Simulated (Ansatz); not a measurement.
## Run report: ZrNH$_{5}$O$_{3}$, molecular dynamics (part 1 of 5)

System: ZrNH$_{5}$O$_{3}$.
Method: RKS B3LYP-D4/def2-SVP (Ansatz 0.2.0).

It belongs to a series of runs on one base structure; here: dynamics from the start. Figures and captions count atoms from 1; the log counts them from 0 in places.

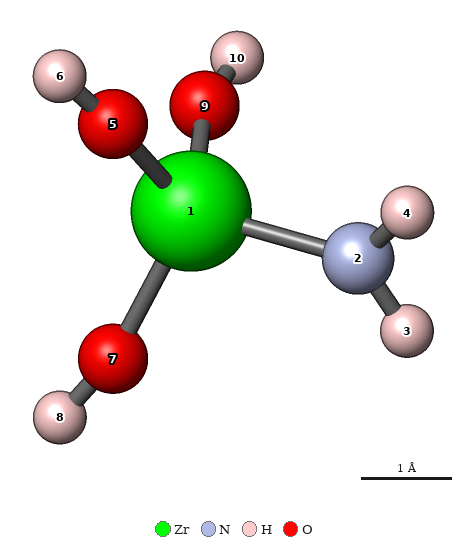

*The structure as given in the input (ball-and-stick view, seen at an oblique angle; atoms are numbered from 1 in the order of the input). Sticks mark near contacts.*

Summary:

| quantity | value |
| --- | --- |
| outcome | finished |
| mean temperature over the second half | 275 K |
| trajectory | 250 steps, 125 fs |
| ensemble | nve |
| temperature in the input | 500.0 K |
| time step | 0.5 fs |
| potential energy (last step) | −8993.9332 eV |
| mean-field energy (last step) | −8993.6264 eV |
| largest force (length of the vector) (last step) | 2.157 eV/Å |
| hardware | 4 threads of Arm Neoverse V2, 24 GiB of memory available, shared host |
| wall time | 6.3 min (CPU time 24 min) |
| peak memory | 0.26 GiB |

Remarks:

So short a trajectory is not equilibrated.

Input file:
```yaml
crystal:
  periodic: [false, false, false]
  atoms:
    - { symbol: Zr, position_ang: [-0.103092, -0.15879, 0.122501] }
    - { symbol: "N", position_ang: [0.009465, 0.07869, 2.157256] }
    - { symbol: H, position_ang: [-0.684427, 0.538117, 2.745799] }
    - { symbol: H, position_ang: [0.759983, -0.258816, 2.758906] }
    - { symbol: O, position_ang: [1.72279, -0.247528, -0.526791] }
    - { symbol: H, position_ang: [2.51379, -0.362311, -1.05498] }
    - { symbol: O, position_ang: [-1.160127, 1.322889, -0.548388] }
    - { symbol: H, position_ang: [-1.679799, 1.919905, -1.088177] }
    - { symbol: O, position_ang: [-1.005884, -1.821522, -0.327159] }
    - { symbol: H, position_ang: [-1.464699, -2.659134, -0.251466] }
basis:
  gaussian: { orbitals: def2-SVP }
hamiltonian:
  xc: b3lyp
  dispersion: d4
md:
  timestep: 0.5
  n_steps: 250
  ensemble: nve
  temperature: 500.0
  initial_velocities: maxwell_boltzmann
  seed: 751528
```

Run as:
```bash
ansatz run input.yaml --threads 4 --pin off --max-ram 5120MiB --backend cpu --events-out ev --progress --plain --runs-dir out
```

What the program printed:
```
Engine: ansatz 0.2.0, aarch64-unknown-linux-gnu
Functional definition: B3LYP
  parameter a0 = 0.2
  parameter ax = 0.72
  parameter ac = 0.81
  exchange = (1 - a0 - ax)*slater_x + ax*b88_x + a0*exact_x
  correlation = (1 - ac)*vwn_rpa_c + ac*lyp_c
1206 factors; integrals over basis functions are off by at most 2.9e-4 eV
mean field evaluation 1: about -8971.7038 eV, gradient 1.1e2 eV
mean field evaluation 2: about -8890.9068 eV, gradient 2.2e2 eV
mean field evaluation 4: about -8993.6552 eV, gradient 8.7e0 eV
mean field evaluation 8: about -8993.8614 eV, gradient 3.6e-1 eV
mean field evaluation 16: about -8993.8617 eV, gradient 6.0e-5 eV
mean field -8993.86166218 eV, -330.5183198268 hartree, gradient 6.4e-6 eV, S^2 0.000000; 0 other end points of the search recorded, 0 dependent functions left out
the calculation of the forces begins
reference -8993.86201964 eV, -330.5183329630 hartree; 24, 24 occupied and 88, 88 virtual orbitals, 1206 factors
md step     0: t =     0.00 fs  T =   500.0 K  F+E_penalty+E_count = -8994.16814920 eV  E_kin = 0.517040 eV  conserved = -8993.65110920 eV  (29 SCF iters)
these checks for a lower state are left out or cut short: starts, cluster_reference, orbital_swaps, neighbouring_geometries, increment
1206 factors; integrals over basis functions are off by at most 2.9e-4 eV
mean field -8993.84231747 eV, -330.5176089219 hartree, gradient 2.5e-5 eV, S^2 0.000000; 0 other end points of the search recorded, 0 dependent functions left out
the calculation of the forces begins
reference -8993.84267514 eV, -330.5176220658 hartree; 24, 24 occupied and 88, 88 virtual orbitals, 1206 factors
md step     1: t =     0.50 fs  T =   481.6 K  F+E_penalty+E_count = -8994.14870903 eV  E_kin = 0.498053 eV  conserved = -8993.65065565 eV  (31 SCF iters, 5 dispersion substeps)
[... from here on the SCF iterations and repeated set-up lines of each step are left out, up to the last step ...]
md step     2: t =     1.00 fs  T =   434.5 K  F+E_penalty+E_count = -8994.09850949 eV  E_kin = 0.449306 eV  conserved = -8993.64920327 eV  (31 SCF iters, 5 dispersion substeps)
md step     3: t =     1.50 fs  T =   380.1 K  F+E_penalty+E_count = -8994.04047788 eV  E_kin = 0.393049 eV  conserved = -8993.64742853 eV  (31 SCF iters, 5 dispersion substeps)
md step     4: t =     2.00 fs  T =   344.0 K  F+E_penalty+E_count = -8994.00208116 eV  E_kin = 0.355747 eV  conserved = -8993.64633381 eV  (32 SCF iters, 5 dispersion substeps)
md step     5: t =     2.50 fs  T =   341.9 K  F+E_penalty+E_count = -8994.00013725 eV  E_kin = 0.353563 eV  conserved = -8993.64657472 eV  (31 SCF iters, 5 dispersion substeps)
md step     6: t =     3.00 fs  T =   370.5 K  F+E_penalty+E_count = -8994.03108237 eV  E_kin = 0.383163 eV  conserved = -8993.64791893 eV  (31 SCF iters, 5 dispersion substeps)
md step     7: t =     3.50 fs  T =   410.8 K  F+E_penalty+E_count = -8994.07428141 eV  E_kin = 0.424784 eV  conserved = -8993.64949775 eV  (31 SCF iters, 5 dispersion substeps)
md step     8: t =     4.00 fs  T =   439.4 K  F+E_penalty+E_count = -8994.10490925 eV  E_kin = 0.454386 eV  conserved = -8993.65052354 eV  (31 SCF iters, 5 dispersion substeps)
md step     9: t =     4.50 fs  T =   440.5 K  F+E_penalty+E_count = -8994.10621112 eV  E_kin = 0.455537 eV  conserved = -8993.65067418 eV  (31 SCF iters, 5 dispersion substeps)
md step    10: t =     5.00 fs  T =   411.1 K  F+E_penalty+E_count = -8994.07507531 eV  E_kin = 0.425063 eV  conserved = -8993.65001236 eV  (31 SCF iters, 5 dispersion substeps)
md step    11: t =     5.50 fs  T =   360.4 K  F+E_penalty+E_count = -8994.02145016 eV  E_kin = 0.372634 eV  conserved = -8993.64881585 eV  (31 SCF iters, 5 dispersion substeps)
md step    12: t =     6.00 fs  T =   306.0 K  F+E_penalty+E_count = -8993.96390956 eV  E_kin = 0.316383 eV  conserved = -8993.64752644 eV  (31 SCF iters, 5 dispersion substeps)
md step    13: t =     6.50 fs  T =   266.7 K  F+E_penalty+E_count = -8993.92249463 eV  E_kin = 0.275815 eV  conserved = -8993.64668006 eV  (31 SCF iters, 5 dispersion substeps)
md step    14: t =     7.00 fs  T =   254.9 K  F+E_penalty+E_count = -8993.91028965 eV  E_kin = 0.263607 eV  conserved = -8993.64668279 eV  (31 SCF iters, 5 dispersion substeps)
md step    15: t =     7.50 fs  T =   270.5 K  F+E_penalty+E_count = -8993.92724293 eV  E_kin = 0.279700 eV  conserved = -8993.64754300 eV  (31 SCF iters, 5 dispersion substeps)
md step    16: t =     8.00 fs  T =   301.0 K  F+E_penalty+E_count = -8993.96010687 eV  E_kin = 0.311273 eV  conserved = -8993.64883437 eV  (31 SCF iters, 5 dispersion substeps)
md step    17: t =     8.50 fs  T =   327.8 K  F+E_penalty+E_count = -8993.98895904 eV  E_kin = 0.339002 eV  conserved = -8993.64995748 eV  (31 SCF iters, 5 dispersion substeps)
md step    18: t =     9.00 fs  T =   334.6 K  F+E_penalty+E_count = -8993.99645361 eV  E_kin = 0.345993 eV  conserved = -8993.65046059 eV  (29 SCF iters, 5 dispersion substeps)
md step    19: t =     9.50 fs  T =   314.1 K  F+E_penalty+E_count = -8993.97500666 eV  E_kin = 0.324833 eV  conserved = -8993.65017361 eV  (31 SCF iters, 5 dispersion substeps)
md step    20: t =    10.00 fs  T =   271.2 K  F+E_penalty+E_count = -8993.92959288 eV  E_kin = 0.280400 eV  conserved = -8993.64919315 eV  (32 SCF iters, 5 dispersion substeps)
md step    21: t =    10.50 fs  T =   220.7 K  F+E_penalty+E_count = -8993.87608749 eV  E_kin = 0.228214 eV  conserved = -8993.64787393 eV  (32 SCF iters, 5 dispersion substeps)
md step    22: t =    11.00 fs  T =   182.3 K  F+E_penalty+E_count = -8993.83534366 eV  E_kin = 0.188521 eV  conserved = -8993.64682257 eV  (32 SCF iters, 5 dispersion substeps)
md step    23: t =    11.50 fs  T =   171.1 K  F+E_penalty+E_count = -8993.82361538 eV  E_kin = 0.176952 eV  conserved = -8993.64666309 eV  (32 SCF iters, 5 dispersion substeps)
md step    24: t =    12.00 fs  T =   189.2 K  F+E_penalty+E_count = -8993.84324598 eV  E_kin = 0.195697 eV  conserved = -8993.64754851 eV  (32 SCF iters, 5 dispersion substeps)
md step    25: t =    12.50 fs  T =   224.0 K  F+E_penalty+E_count = -8993.88060466 eV  E_kin = 0.231666 eV  conserved = -8993.64893820 eV  (32 SCF iters, 5 dispersion substeps)
md step    26: t =    13.00 fs  T =   255.5 K  F+E_penalty+E_count = -8993.91417348 eV  E_kin = 0.264160 eV  conserved = -8993.65001364 eV  (32 SCF iters, 5 dispersion substeps)
md step    27: t =    13.50 fs  T =   267.5 K  F+E_penalty+E_count = -8993.92684723 eV  E_kin = 0.276568 eV  conserved = -8993.65027935 eV  (32 SCF iters, 5 dispersion substeps)
md step    28: t =    14.00 fs  T =   255.3 K  F+E_penalty+E_count = -8993.91375565 eV  E_kin = 0.263994 eV  conserved = -8993.64976139 eV  (32 SCF iters, 5 dispersion substeps)
md step    29: t =    14.50 fs  T =   225.8 K  F+E_penalty+E_count = -8993.88229891 eV  E_kin = 0.233478 eV  conserved = -8993.64882083 eV  (32 SCF iters, 5 dispersion substeps)
md step    30: t =    15.00 fs  T =   192.3 K  F+E_penalty+E_count = -8993.84679297 eV  E_kin = 0.198901 eV  conserved = -8993.64789227 eV  (32 SCF iters, 5 dispersion substeps)
md step    31: t =    15.50 fs  T =   168.6 K  F+E_penalty+E_count = -8993.82166378 eV  E_kin = 0.174348 eV  conserved = -8993.64731597 eV  (32 SCF iters, 5 dispersion substeps)
md step    32: t =    16.00 fs  T =   163.1 K  F+E_penalty+E_count = -8993.81596026 eV  E_kin = 0.168694 eV  conserved = -8993.64726587 eV  (32 SCF iters, 5 dispersion substeps)
md step    33: t =    16.50 fs  T =   176.8 K  F+E_penalty+E_count = -8993.83053244 eV  E_kin = 0.182823 eV  conserved = -8993.64770925 eV  (32 SCF iters, 5 dispersion substeps)
md step    34: t =    17.00 fs  T =   203.2 K  F+E_penalty+E_count = -8993.85854265 eV  E_kin = 0.210132 eV  conserved = -8993.64841083 eV  (32 SCF iters, 5 dispersion substeps)
md step    35: t =    17.50 fs  T =   232.1 K  F+E_penalty+E_count = -8993.88910009 eV  E_kin = 0.240041 eV  conserved = -8993.64905875 eV  (32 SCF iters, 5 dispersion substeps)
md step    36: t =    18.00 fs  T =   253.9 K  F+E_penalty+E_count = -8993.91203627 eV  E_kin = 0.262578 eV  conserved = -8993.64945792 eV  (32 SCF iters, 5 dispersion substeps)
md step    37: t =    18.50 fs  T =   262.5 K  F+E_penalty+E_count = -8993.92105989 eV  E_kin = 0.271480 eV  conserved = -8993.64957961 eV  (29 SCF iters, 5 dispersion substeps)
md step    38: t =    19.00 fs  T =   256.3 K  F+E_penalty+E_count = -8993.91450547 eV  E_kin = 0.265075 eV  conserved = -8993.64943083 eV  (32 SCF iters, 5 dispersion substeps)
md step    39: t =    19.50 fs  T =   238.3 K  F+E_penalty+E_count = -8993.89535694 eV  E_kin = 0.246395 eV  conserved = -8993.64896204 eV  (32 SCF iters, 5 dispersion substeps)
md step    40: t =    20.00 fs  T =   216.1 K  F+E_penalty+E_count = -8993.87167341 eV  E_kin = 0.223458 eV  conserved = -8993.64821538 eV  (32 SCF iters, 5 dispersion substeps)
md step    41: t =    20.50 fs  T =   201.0 K  F+E_penalty+E_count = -8993.85538102 eV  E_kin = 0.207842 eV  conserved = -8993.64753928 eV  (32 SCF iters, 5 dispersion substeps)
md step    42: t =    21.00 fs  T =   202.5 K  F+E_penalty+E_count = -8993.85679992 eV  E_kin = 0.209363 eV  conserved = -8993.64743673 eV  (32 SCF iters, 5 dispersion substeps)
md step    43: t =    21.50 fs  T =   221.8 K  F+E_penalty+E_count = -8993.87739407 eV  E_kin = 0.229345 eV  conserved = -8993.64804928 eV  (32 SCF iters, 5 dispersion substeps)
md step    44: t =    22.00 fs  T =   250.4 K  F+E_penalty+E_count = -8993.90786303 eV  E_kin = 0.258913 eV  conserved = -8993.64894993 eV  (31 SCF iters, 5 dispersion substeps)
md step    45: t =    22.50 fs  T =   275.3 K  F+E_penalty+E_count = -8993.93430732 eV  E_kin = 0.284731 eV  conserved = -8993.64957652 eV  (31 SCF iters, 5 dispersion substeps)
md step    46: t =    23.00 fs  T =   287.0 K  F+E_penalty+E_count = -8993.94653455 eV  E_kin = 0.296823 eV  conserved = -8993.64971159 eV  (31 SCF iters, 5 dispersion substeps)
md step    47: t =    23.50 fs  T =   282.6 K  F+E_penalty+E_count = -8993.94170601 eV  E_kin = 0.292235 eV  conserved = -8993.64947056 eV  (31 SCF iters, 5 dispersion substeps)
md step    48: t =    24.00 fs  T =   265.0 K  F+E_penalty+E_count = -8993.92306379 eV  E_kin = 0.274040 eV  conserved = -8993.64902398 eV  (31 SCF iters, 5 dispersion substeps)
md step    49: t =    24.50 fs  T =   240.7 K  F+E_penalty+E_count = -8993.89741492 eV  E_kin = 0.248928 eV  conserved = -8993.64848672 eV  (32 SCF iters, 5 dispersion substeps)
md step    50: t =    25.00 fs  T =   217.7 K  F+E_penalty+E_count = -8993.87312366 eV  E_kin = 0.225129 eV  conserved = -8993.64799454 eV  (32 SCF iters, 5 dispersion substeps)
md step    51: t =    25.50 fs  T =   203.2 K  F+E_penalty+E_count = -8993.85783954 eV  E_kin = 0.210123 eV  conserved = -8993.64771666 eV  (32 SCF iters, 5 dispersion substeps)
md step    52: t =    26.00 fs  T =   201.3 K  F+E_penalty+E_count = -8993.85590159 eV  E_kin = 0.208158 eV  conserved = -8993.64774393 eV  (32 SCF iters, 5 dispersion substeps)
md step    53: t =    26.50 fs  T =   211.6 K  F+E_penalty+E_count = -8993.86690570 eV  E_kin = 0.218862 eV  conserved = -8993.64804415 eV  (32 SCF iters, 5 dispersion substeps)
md step    54: t =    27.00 fs  T =   229.7 K  F+E_penalty+E_count = -8993.88607102 eV  E_kin = 0.237529 eV  conserved = -8993.64854160 eV  (32 SCF iters, 5 dispersion substeps)
md step    55: t =    27.50 fs  T =   247.8 K  F+E_penalty+E_count = -8993.90543755 eV  E_kin = 0.256285 eV  conserved = -8993.64915265 eV  (32 SCF iters, 5 dispersion substeps)
md step    56: t =    28.00 fs  T =   257.0 K  F+E_penalty+E_count = -8993.91544667 eV  E_kin = 0.265740 eV  conserved = -8993.64970677 eV  (29 SCF iters, 5 dispersion substeps)
md step    57: t =    28.50 fs  T =   249.4 K  F+E_penalty+E_count = -8993.90785154 eV  E_kin = 0.257942 eV  conserved = -8993.64990957 eV  (32 SCF iters, 5 dispersion substeps)
md step    58: t =    29.00 fs  T =   223.1 K  F+E_penalty+E_count = -8993.88023615 eV  E_kin = 0.230744 eV  conserved = -8993.64949246 eV  (32 SCF iters, 5 dispersion substeps)
md step    59: t =    29.50 fs  T =   185.0 K  F+E_penalty+E_count = -8993.83978186 eV  E_kin = 0.191282 eV  conserved = -8993.64849956 eV  (32 SCF iters, 5 dispersion substeps)
md step    60: t =    30.00 fs  T =   149.6 K  F+E_penalty+E_count = -8993.80216693 eV  E_kin = 0.154733 eV  conserved = -8993.64743438 eV  (32 SCF iters, 5 dispersion substeps)
md step    61: t =    30.50 fs  T =   132.3 K  F+E_penalty+E_count = -8993.78379661 eV  E_kin = 0.136822 eV  conserved = -8993.64697483 eV  (32 SCF iters, 5 dispersion substeps)
md step    62: t =    31.00 fs  T =   139.6 K  F+E_penalty+E_count = -8993.79173900 eV  E_kin = 0.144323 eV  conserved = -8993.64741642 eV  (32 SCF iters, 5 dispersion substeps)
md step    63: t =    31.50 fs  T =   165.2 K  F+E_penalty+E_count = -8993.81927412 eV  E_kin = 0.170811 eV  conserved = -8993.64846263 eV  (32 SCF iters, 5 dispersion substeps)
md step    64: t =    32.00 fs  T =   194.0 K  F+E_penalty+E_count = -8993.85013513 eV  E_kin = 0.200591 eV  conserved = -8993.64954390 eV  (32 SCF iters, 5 dispersion substeps)
md step    65: t =    32.50 fs  T =   209.8 K  F+E_penalty+E_count = -8993.86717172 eV  E_kin = 0.216988 eV  conserved = -8993.65018334 eV  (32 SCF iters, 5 dispersion substeps)
md step    66: t =    33.00 fs  T =   203.0 K  F+E_penalty+E_count = -8993.85999500 eV  E_kin = 0.209868 eV  conserved = -8993.65012671 eV  (32 SCF iters, 5 dispersion substeps)
md step    67: t =    33.50 fs  T =   173.9 K  F+E_penalty+E_count = -8993.82916379 eV  E_kin = 0.179781 eV  conserved = -8993.64938310 eV  (32 SCF iters, 5 dispersion substeps)
md step    68: t =    34.00 fs  T =   133.2 K  F+E_penalty+E_count = -8993.78603954 eV  E_kin = 0.137782 eV  conserved = -8993.64825751 eV  (32 SCF iters, 5 dispersion substeps)
md step    69: t =    34.50 fs  T =    97.4 K  F+E_penalty+E_count = -8993.74797794 eV  E_kin = 0.100722 eV  conserved = -8993.64725620 eV  (32 SCF iters, 5 dispersion substeps)
md step    70: t =    35.00 fs  T =    80.9 K  F+E_penalty+E_count = -8993.73049149 eV  E_kin = 0.083665 eV  conserved = -8993.64682668 eV  (32 SCF iters, 5 dispersion substeps)
md step    71: t =    35.50 fs  T =    90.1 K  F+E_penalty+E_count = -8993.74031856 eV  E_kin = 0.093202 eV  conserved = -8993.64711661 eV  (32 SCF iters, 5 dispersion substeps)
md step    72: t =    36.00 fs  T =   120.9 K  F+E_penalty+E_count = -8993.77299380 eV  E_kin = 0.125042 eV  conserved = -8993.64795182 eV  (32 SCF iters, 5 dispersion substeps)
md step    73: t =    36.50 fs  T =   160.9 K  F+E_penalty+E_count = -8993.81540128 eV  E_kin = 0.166409 eV  conserved = -8993.64899243 eV  (32 SCF iters, 5 dispersion substeps)
md step    74: t =    37.00 fs  T =   194.6 K  F+E_penalty+E_count = -8993.85111609 eV  E_kin = 0.201230 eV  conserved = -8993.64988590 eV  (32 SCF iters, 5 dispersion substeps)
md step    75: t =    37.50 fs  T =   208.8 K  F+E_penalty+E_count = -8993.86618744 eV  E_kin = 0.215869 eV  conserved = -8993.65031829 eV  (30 SCF iters, 5 dispersion substeps)
md step    76: t =    38.00 fs  T =   197.5 K  F+E_penalty+E_count = -8993.85430282 eV  E_kin = 0.204267 eV  conserved = -8993.65003615 eV  (32 SCF iters, 5 dispersion substeps)
md step    77: t =    38.50 fs  T =   166.0 K  F+E_penalty+E_count = -8993.82064740 eV  E_kin = 0.171669 eV  conserved = -8993.64897804 eV  (32 SCF iters, 5 dispersion substeps)
md step    78: t =    39.00 fs  T =   130.4 K  F+E_penalty+E_count = -8993.78233746 eV  E_kin = 0.134830 eV  conserved = -8993.64750787 eV  (32 SCF iters, 5 dispersion substeps)
md step    79: t =    39.50 fs  T =   112.0 K  F+E_penalty+E_count = -8993.76228442 eV  E_kin = 0.115848 eV  conserved = -8993.64643687 eV  (32 SCF iters, 5 dispersion substeps)
md step    80: t =    40.00 fs  T =   126.0 K  F+E_penalty+E_count = -8993.77678700 eV  E_kin = 0.130261 eV  conserved = -8993.64652554 eV  (32 SCF iters, 5 dispersion substeps)
md step    81: t =    40.50 fs  T =   170.7 K  F+E_penalty+E_count = -8993.82435612 eV  E_kin = 0.176546 eV  conserved = -8993.64781042 eV  (32 SCF iters, 5 dispersion substeps)
md step    82: t =    41.00 fs  T =   228.0 K  F+E_penalty+E_count = -8993.88527376 eV  E_kin = 0.235741 eV  conserved = -8993.64953322 eV  (32 SCF iters, 5 dispersion substeps)
md step    83: t =    41.50 fs  T =   272.9 K  F+E_penalty+E_count = -8993.93289586 eV  E_kin = 0.282153 eV  conserved = -8993.65074277 eV  (32 SCF iters, 5 dispersion substeps)
md step    84: t =    42.00 fs  T =   287.5 K  F+E_penalty+E_count = -8993.94817099 eV  E_kin = 0.297291 eV  conserved = -8993.65087954 eV  (32 SCF iters, 5 dispersion substeps)
md step    85: t =    42.50 fs  T =   269.4 K  F+E_penalty+E_count = -8993.92854340 eV  E_kin = 0.278592 eV  conserved = -8993.64995182 eV  (32 SCF iters, 5 dispersion substeps)
md step    86: t =    43.00 fs  T =   231.7 K  F+E_penalty+E_count = -8993.88805503 eV  E_kin = 0.239609 eV  conserved = -8993.64844614 eV  (32 SCF iters, 5 dispersion substeps)
md step    87: t =    43.50 fs  T =   196.0 K  F+E_penalty+E_count = -8993.84982313 eV  E_kin = 0.202717 eV  conserved = -8993.64710592 eV  (32 SCF iters, 5 dispersion substeps)
md step    88: t =    44.00 fs  T =   181.8 K  F+E_penalty+E_count = -8993.83453590 eV  E_kin = 0.187971 eV  conserved = -8993.64656445 eV  (32 SCF iters, 5 dispersion substeps)
md step    89: t =    44.50 fs  T =   197.0 K  F+E_penalty+E_count = -8993.85069767 eV  E_kin = 0.203709 eV  conserved = -8993.64698819 eV  (31 SCF iters, 5 dispersion substeps)
md step    90: t =    45.00 fs  T =   235.8 K  F+E_penalty+E_count = -8993.89190933 eV  E_kin = 0.243867 eV  conserved = -8993.64804235 eV  (32 SCF iters, 5 dispersion substeps)
md step    91: t =    45.50 fs  T =   282.9 K  F+E_penalty+E_count = -8993.94174620 eV  E_kin = 0.292545 eV  conserved = -8993.64920098 eV  (31 SCF iters, 5 dispersion substeps)
md step    92: t =    46.00 fs  T =   320.8 K  F+E_penalty+E_count = -8993.98182710 eV  E_kin = 0.331767 eV  conserved = -8993.65006047 eV  (32 SCF iters, 5 dispersion substeps)
md step    93: t =    46.50 fs  T =   336.6 K  F+E_penalty+E_count = -8993.99842231 eV  E_kin = 0.348020 eV  conserved = -8993.65040192 eV  (32 SCF iters, 5 dispersion substeps)
md step    94: t =    47.00 fs  T =   325.1 K  F+E_penalty+E_count = -8993.98629865 eV  E_kin = 0.336190 eV  conserved = -8993.65010863 eV  (29 SCF iters, 5 dispersion substeps)
md step    95: t =    47.50 fs  T =   291.5 K  F+E_penalty+E_count = -8993.95063362 eV  E_kin = 0.301465 eV  conserved = -8993.64916896 eV  (32 SCF iters, 5 dispersion substeps)
md step    96: t =    48.00 fs  T =   250.4 K  F+E_penalty+E_count = -8993.90679616 eV  E_kin = 0.258959 eV  conserved = -8993.64783691 eV  (32 SCF iters, 5 dispersion substeps)
md step    97: t =    48.50 fs  T =   221.5 K  F+E_penalty+E_count = -8993.87583030 eV  E_kin = 0.229089 eV  conserved = -8993.64674102 eV  (32 SCF iters, 5 dispersion substeps)
md step    98: t =    49.00 fs  T =   220.5 K  F+E_penalty+E_count = -8993.87458327 eV  E_kin = 0.227975 eV  conserved = -8993.64660860 eV  (32 SCF iters, 5 dispersion substeps)
md step    99: t =    49.50 fs  T =   248.8 K  F+E_penalty+E_count = -8993.90492532 eV  E_kin = 0.257267 eV  conserved = -8993.64765786 eV  (32 SCF iters, 5 dispersion substeps)
md step   100: t =    50.00 fs  T =   291.5 K  F+E_penalty+E_count = -8993.95077434 eV  E_kin = 0.301477 eV  conserved = -8993.64929760 eV  (32 SCF iters, 5 dispersion substeps)
md step   101: t =    50.50 fs  T =   325.3 K  F+E_penalty+E_count = -8993.98697419 eV  E_kin = 0.336409 eV  conserved = -8993.65056476 eV  (32 SCF iters, 5 dispersion substeps)
```
